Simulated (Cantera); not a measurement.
Input: 1 mol C, 0.064 mol O₂, 1.5 mol N₂, equilibrated at 42.0 Pa.

Equilibrium computed with Cantera from the NASA thermochemical tables; the gas is ideal and each condensed phase is pure. Candidate condensed phases: C; 45 gas species. Ions and electrons are included (thermal ionisation). The numbers say what is thermodynamically allowed, not how fast it happens.

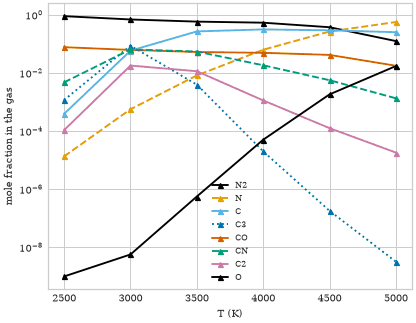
Fig. 1. Equilibrium gas composition (values under 1e-9 drawn at 1e-9)

Q: Read off the mole fractions at 3000 K.

A: N₂ about 0.70, C₃ about 0.088, CN about 0.066, CO about 0.063, C about 0.059, C₂ about 0.018, N about 0.00057.
